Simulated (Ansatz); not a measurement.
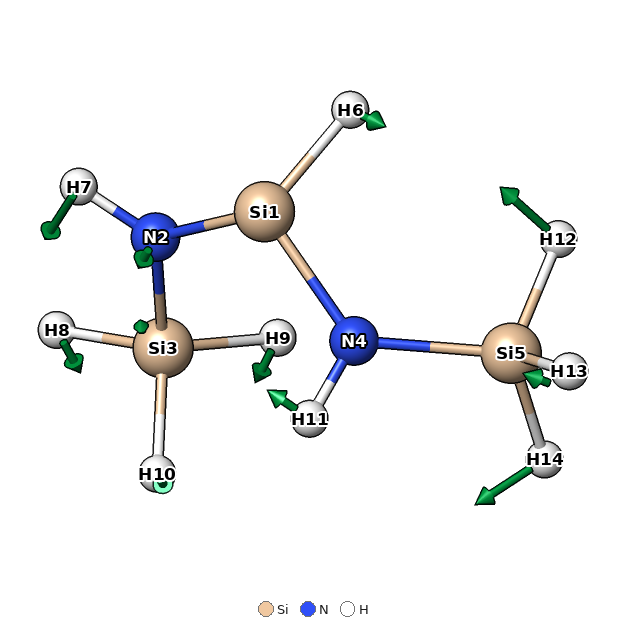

The arrows show one normal mode. Charge 0, doublet. Harmonic vibrations computed with UKS PBE0-D4/def2-TZVP (Ansatz 0.2.0) at a stationary point of the same level.

### At what wavenumber does it lie?

920 cm⁻¹; it is mode 18 of 36 counted from the lowest.
